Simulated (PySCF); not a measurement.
## NMR shielding calculation of C₆H₅FOS

C₆H₅FOS, computed with GIAO PBE0/pcSseg-1 NMR shielding, non-relativistic, gas phase (PySCF 2.14.0).

The geometry comes from this level: GFN2-xTB, coordinate held. Figures and captions count atoms from 1; the log counts them from 0 in places.

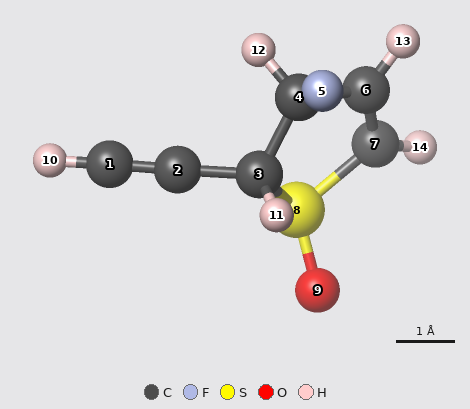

*The structure (ball-and-stick view, seen at a tilt; atoms are numbered from 1 in the order of the input).*

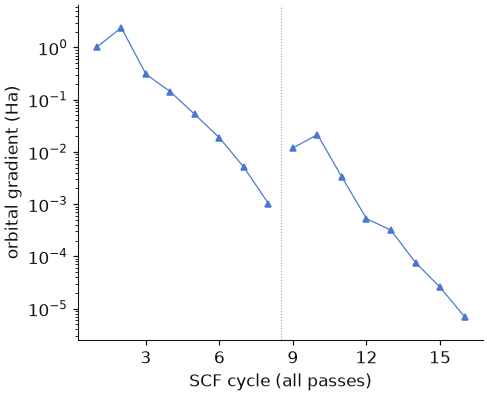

*Convergence of the self-consistent field: orbital gradient against the SCF cycle. The dotted line marks the change from a coarse to the final integration grid.*

The first 8 cycles use a coarse grid, the final grid takes over at cycle 9, and the field converges after 16 cycles in all.

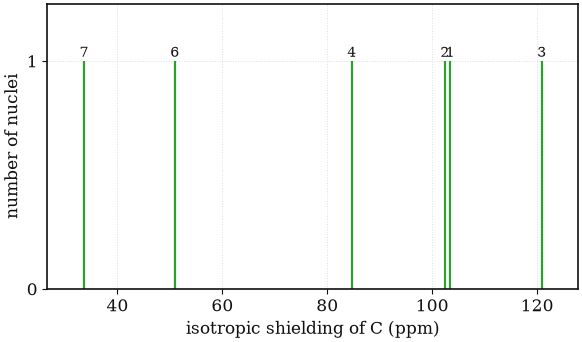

*Isotropic shieldings of the carbon nuclei in this fixed geometry, labelled by atom number; shielding grows to the right, so chemical shift grows to the left.*

The least shielded is C7 (33.6 ppm), the most shielded C3 (120.9 ppm).

The input that produced these results follows, with the program's output.

Input:
```
{"job": {"kind": "nmr", "xc": "PBE0", "basis": "pcSseg-1", "every": 1, "pop": false}, "charge": 0, "multiplicity": 1}
C      2.911802    -0.331371    -1.002045
C      1.878926    -0.116081    -0.435681
C      0.623364     0.131834     0.211803
C     -0.376945    -1.023002     0.090381
F     -0.455303    -1.718380     1.285289
C     -1.731715    -0.488747    -0.277237
C     -1.817012     0.796014    -0.570972
S     -0.206390     1.596370    -0.654834
O     -0.107961     2.878669     0.027823
H      3.828092    -0.516199    -1.477582
H      0.768112     0.396959     1.263282
H     -0.037864    -1.759142    -0.652879
H     -2.556936    -1.184653    -0.276167
H     -2.697691     1.338411    -0.859211
```

The first line tells a small driver script what to run in PySCF; the rest is the geometry in Å.

Run as:
```bash
OMP_NUM_THREADS=1 python <driver script> task.json out
```

Log:
```
coarse grid: 13416 points
cycle   1  E = -803.8156988914  dE =  1.826e+00  |g| = 1.014e+00  |ddm| = 3.955e+00
cycle   2  E = -802.8502495996  dE =  9.654e-01  |g| = 2.389e+00  |ddm| = 4.700e+00
cycle   3  E = -803.9928415524  dE = -1.143e+00  |g| = 3.108e-01  |ddm| = 4.015e+00
cycle   4  E = -804.0111275039  dE = -1.829e-02  |g| = 1.419e-01  |ddm| = 5.133e-01
cycle   5  E = -804.0144049151  dE = -3.277e-03  |g| = 5.207e-02  |ddm| = 1.355e-01
cycle   6  E = -804.0149582110  dE = -5.533e-04  |g| = 1.875e-02  |ddm| = 5.081e-02
cycle   7  E = -804.0150400812  dE = -8.187e-05  |g| = 5.080e-03  |ddm| = 2.045e-02
cycle   8  E = -804.0150452480  dE = -5.167e-06  |g| = 1.028e-03  |ddm| = 5.992e-03
final grid: 128672 points
cycle   9  E = -804.0908880510  dE = -2.499e-05  |g| = 1.190e-02  |ddm| = 4.604e-02
cycle  10  E = -804.0908204214  dE =  6.763e-05  |g| = 2.146e-02  |ddm| = 4.055e-02
cycle  11  E = -804.0909178294  dE = -9.741e-05  |g| = 3.282e-03  |ddm| = 2.916e-02
cycle  12  E = -804.0909199493  dE = -2.120e-06  |g| = 5.307e-04  |ddm| = 3.501e-03
cycle  13  E = -804.0909199909  dE = -4.166e-08  |g| = 3.162e-04  |ddm| = 6.777e-04
cycle  14  E = -804.0909200141  dE = -2.318e-08  |g| = 7.638e-05  |ddm| = 2.688e-04
cycle  15  E = -804.0909200152  dE = -1.115e-09  |g| = 2.563e-05  |ddm| = 7.880e-05
cycle  16  E = -804.0909200154  dE = -1.360e-10  |g| = 7.024e-06  |ddm| = 3.248e-05
converged SCF energy = -804.0909200154

GIAO shielding tensors (ppm)
atom      isotropic    diamagn.    paramagn.     s11        s22        s33       span
  0 C      103.427     256.551    -153.124     32.810     36.090    241.381    208.571
  1 C      102.402     259.331    -156.929      3.229      9.871    294.106    290.877
  2 C      120.883     247.316    -126.433     83.047    123.245    156.358     73.311
  3 C       84.656     240.455    -155.799     61.022     79.958    112.990     51.968
  4 F      328.939     472.223    -143.284    233.567    356.603    396.646    163.079
  5 C       50.925     255.639    -204.713    -51.934     59.622    145.088    197.022
  6 C       33.633     262.590    -228.957    -59.431     41.495    118.836    178.267
  7 S       77.229    1049.234    -972.004    -77.891     88.992    220.586    298.478
  8 O      215.285     393.234    -177.949     -9.337    162.348    492.845    502.183
  9 H       29.611      33.413      -3.802     24.577     24.866     39.391     14.815
 10 H       27.471      27.677      -0.206     24.925     27.246     30.243      5.318
 11 H       26.188      28.086      -1.898     23.648     26.794     28.123      4.474
 12 H       25.283      29.299      -4.016     22.317     25.931     27.600      5.283
 13 H       24.579      30.139      -5.560     23.441     24.840     25.454      2.013
```

Key numbers:

| quantity | value |
| --- | --- |
| outcome | converged |
| total energy | −804.090920 hartree |
| HOMO | −6.82 eV |
| LUMO | −1.23 eV |
| dipole moment | 3.50 D |
| isotropic shielding, C | 33.6 to 120.9 ppm |
| isotropic shielding, F | 328.9 ppm |
| isotropic shielding, S | 77.2 ppm |
| isotropic shielding, O | 215.3 ppm |
| isotropic shielding, H | 24.6 to 29.6 ppm |
| hardware | 1 CPU thread, shared host |
| wall time | 18 s |
| peak memory | 0.85 GiB |
